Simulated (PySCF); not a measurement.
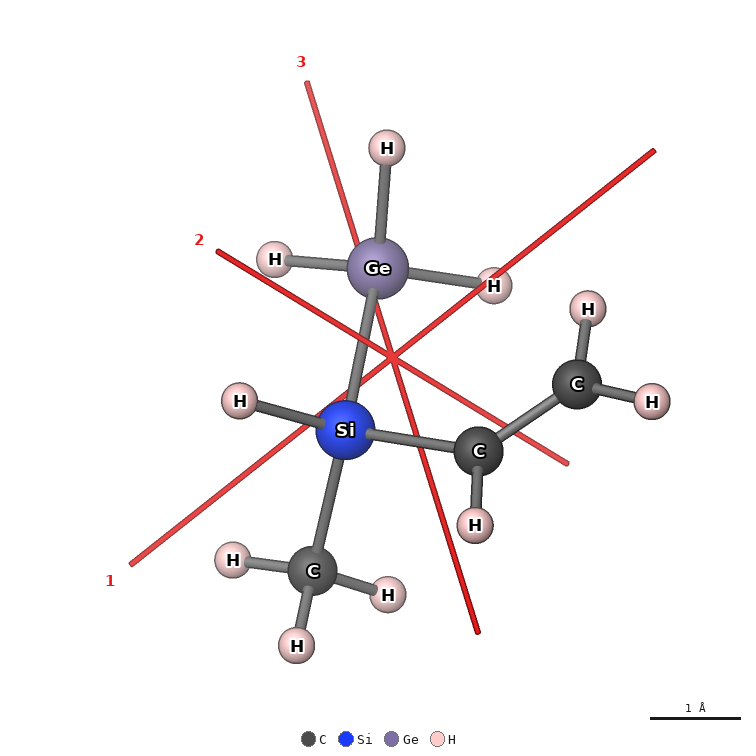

The three principal axes of inertia are drawn and numbered. Atoms fade into the background with distance from the viewer. Computed geometry: PBE0-D3(BJ)/def2-SVP optimisation. No frequency run is at hand to confirm it as a minimum. Masses are those of the most abundant isotopes; constants are for the rigid equilibrium geometry.

Q: Which line is the a axis (least moment of inertia), which b and which c?

A: a is line 3, b is line 1, c is line 2; the moments are 179, 324, 460 u Å².

Q: What kind of rotor is it, and what are its rotational constants in cm⁻¹?

A: An asymmetric top (C1): A = 0.0943, B = 0.0520, C = 0.0366 cm⁻¹. Ray's parameter κ is −0.47, nearer the prolate limit.
